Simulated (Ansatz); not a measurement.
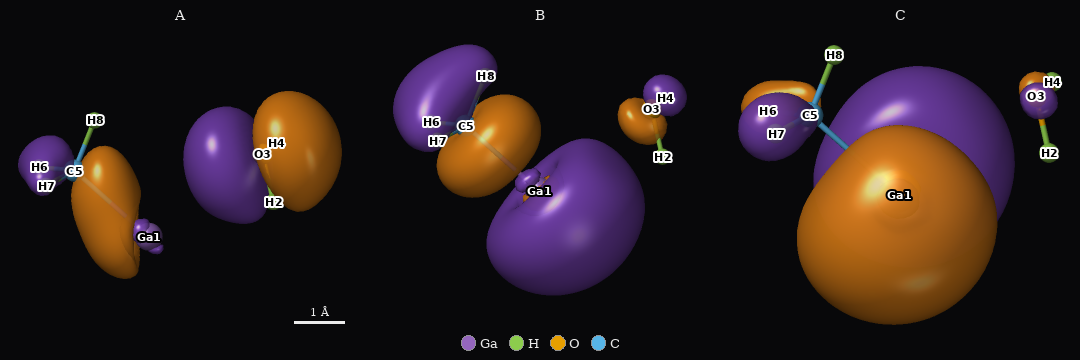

The picture shows: CH3Ga···H2O. Three frontier orbitals at ±0.08 Å⁻³ᐟ² (orange and purple are the two phases), in no order.

Not at a stationary point (largest force 0.7 eV/Å).

The calculation used Ansatz 0.2.0, RKS PBE-D4/def2-SVP.

```
atom    x (Å)    y (Å)    z (Å)
  Ga  -0.9299  -0.3892   0.8761
   H   1.7688   0.1727   1.1620
   O   1.9383   0.0509   0.1922
   H   2.1460  -0.9037   0.1526
   C  -1.7419  -0.0296  -0.9690
   H  -2.4867  -0.8062  -1.2524
   H  -2.2659   0.9528  -0.9794
   H  -0.9557   0.0005  -1.7542
```

Q: Which picture is the HOMO−1, the HOMO and the LUMO?

A: A is the HOMO−1 (−7.23 eV). By Hirshfeld shares it lies mainly on O3 (about 75 %) and Ga1 (about 5 %); largely a lone pair of O3. B is the HOMO (−4.48 eV). It lies mainly on Ga1 (about 60 %) and C5 (about 30 %). C is the LUMO (−1.93 eV). Its weight (Hirshfeld) is mainly on Ga1 (about 85 %).

Q: What is the HOMO–LUMO gap?

A: 2.55 eV between the orbital energies.
